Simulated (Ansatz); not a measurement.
Input

```
crystal:
  periodic: [false, false, false]
  atoms:
    - {symbol: Si, position_ang: [-0.797982, 0.767394, 0.303612]}
    - {symbol: H, position_ang: [2.199188, -0.989164, -2.008202]}
    - {symbol: N, position_ang: [-0.132361, 1.201396, -1.078518]}
    - {symbol: H, position_ang: [1.693839, -0.451086, -1.872636]}
    - {symbol: H, position_ang: [-1.872873, 1.481627, 1.054361]}
    - {symbol: C, position_ang: [-0.248516, -0.776337, 1.154875]}
    - {symbol: H, position_ang: [-0.421831, 2.043919, -1.557265]}
    - {symbol: H, position_ang: [0.133007, -0.549332, 2.154188]}
    - {symbol: H, position_ang: [-1.087380, -1.466983, 1.277599]}
    - {symbol: H, position_ang: [0.534909, -1.261535, 0.571981]}
basis:
  gaussian: {orbitals: def2-TZVPP}
hamiltonian: {xc: pbe0, dispersion: d4}
output: {orbitals: {seedname: orbitals}}
```

Run with:

```sh
ansatz run in.yaml --threads 2 --pin off --events-out ev --progress --plain --max-ram 4352MiB
```

The product side of a reaction path; geometry: PBE0-D4/def2-TZVP.

Computed with Ansatz 0.2.0, RKS PBE0-D4/def2-TZVPP.

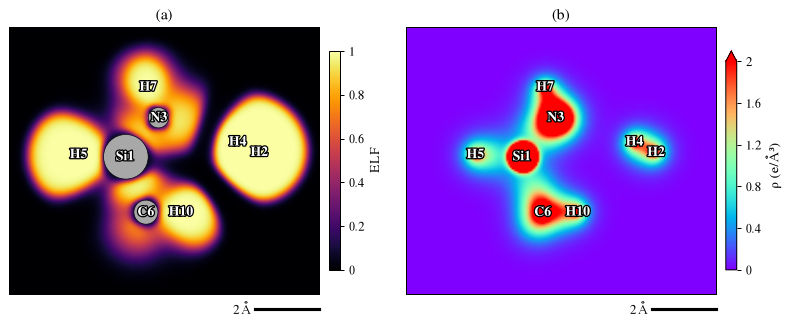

CH$_{5}$NSi···H$_{2}$. (a) electron localisation function; (b) total electron density on the plane of atoms H5, Si1 and C6. Grey discs cover the atomic cores in the ELF map.

Q: Read the bonding off the picture.

A: The section cuts through Si, H, N and C sites.
N3···H4 (2.59 Å): the density falls to about 0.06 e/Å³ on the way; the ELF dips to about 0.05 between them; a weak contact between the two molecules.
Si–N (1.59 Å): ρ at the midpoint is about 1.4 e/Å³; the ELF peaks at about 0.85 between the atoms, as expected for a short, strongly polar bond.
C–Si (1.85 Å): ρ at the midpoint is about 1 e/Å³; the ELF peaks at about 0.95 between the atoms: a covalent bond.
H–H (0.75 Å): ρ is about 1.8 e/Å³ halfway; the ELF peaks at about 1 between the atoms.
N–H (1.01 Å): ρ is about 2.9 e/Å³ halfway; the ELF climbs to about 1 towards the hydrogen, as it does in any bond to H: an ordinary covalent bond to hydrogen.
The ELF also peaks beside N3, away from the bonds: lone-pair regions.
